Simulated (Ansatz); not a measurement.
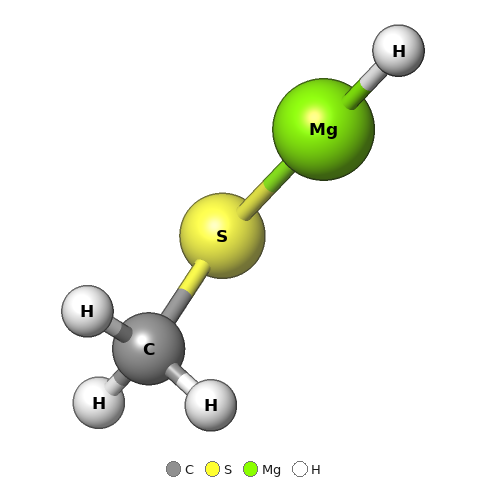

The geometry was computed by an optimisation with PBE0-D4/def2-TZVP.

What is the molecular formula?

Answer. CH₄MgS, 7 atoms: 1 carbon, 4 hydrogen, 1 magnesium and 1 sulfur.

Which point group does it belong to?

Answer. Cs.

How many atoms are distinct by symmetry?

Answer. 6: 1 C, 1 S, 1 Mg, 2 H, 1 H, 1 H.

Give a SMILES string for it.

Answer. C[S][MgH]

How many bonds of each kind are drawn?

Answer. 3 C–H, 1 C–S, 1 Mg–S, 1 Mg–H.

The parts below concern this one geometry. Atoms keep their numbers from picture to picture.

Geometry

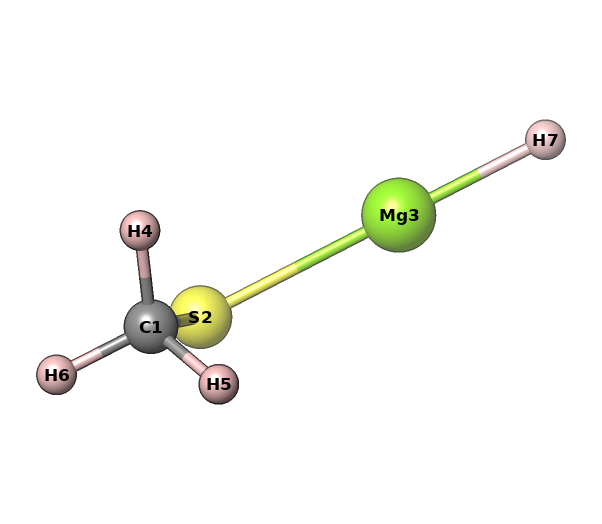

S2 lies behind C1. The molecule seen a little off the C1–S2 bond, C1 in front. Depth is shown by fading: the farther an atom, the more it takes the colour of the background.

What is the torsion angle H4–C1–S2–Mg3? The sign is positive where the front bond must turn clockwise to cover the back bond.

Answer. 62°, synclinal (gauche).

Dipole moment

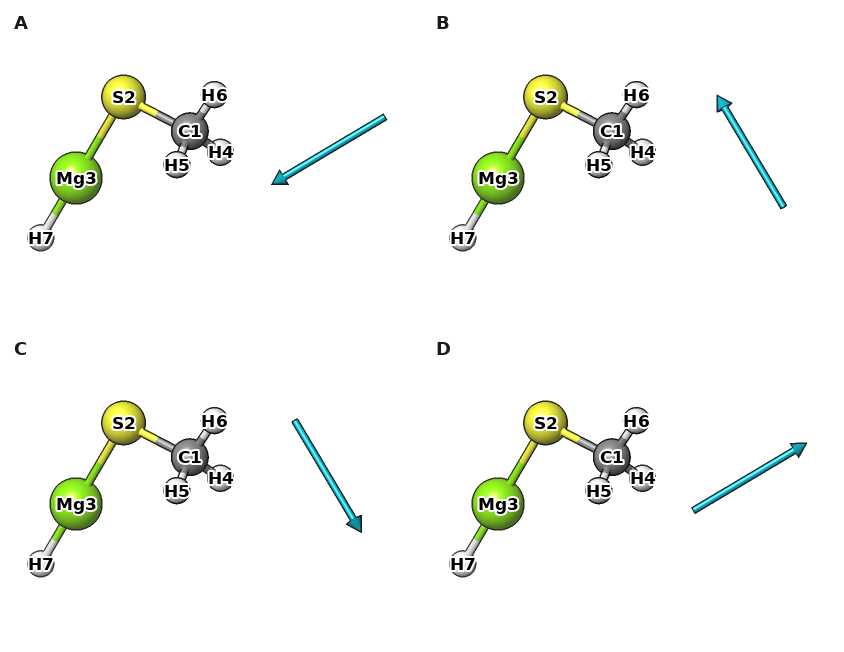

The same molecule four times, each with an arrow. Level of theory: RKS PBE-D4/def2-TZVPP (Ansatz 0.2.0).

Which arrow points along the dipole moment, from the negative to the positive end?

Answer. C. The dipole moment is 1.23 D; it points from the side of S2 to the side of H4, H5 (the outermost atoms at the two ends).

Vibrations

Harmonic vibrations computed with RKS PBE0-D4/def2-TZVP (Ansatz 0.2.0) at a stationary point of the same level.

List the wavenumbers.

Answer. 15 modes: 65, 117, 316, 316, 437, 720, 958, 971, 1347, 1475, 1480, 1640, 3059, 3143, 3146 cm⁻¹.

Charges

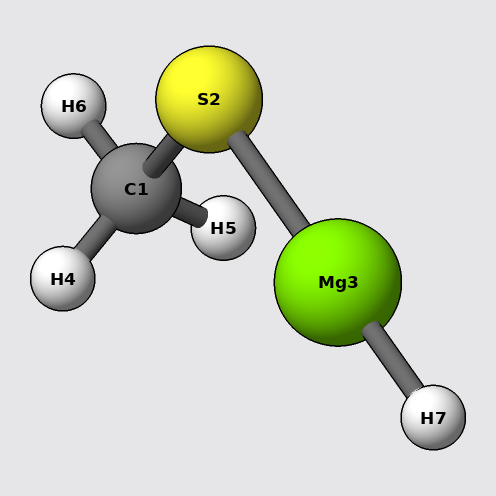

The questions are on Mulliken charges. Method: RKS PBE0-D4/def2-TZVP (Ansatz 0.2.0).

Which atom carries the highest charge (most positive or least negative)?

Answer. Mg3 (0.48 e).

And the lowest?

Answer. S2 (−0.42 e).

Give the Mulliken charges atom by atom.

| atom | value (e) |
| --- | --- |
| C1 | −0.36 |
| S2 | −0.42 |
| Mg3 | 0.48 |
| H4 | 0.14 |
| H5 | 0.14 |
| H6 | 0.15 |
| H7 | −0.12 |

Mulliken values depend strongly on the basis set and can even reverse the polarity of a bond.
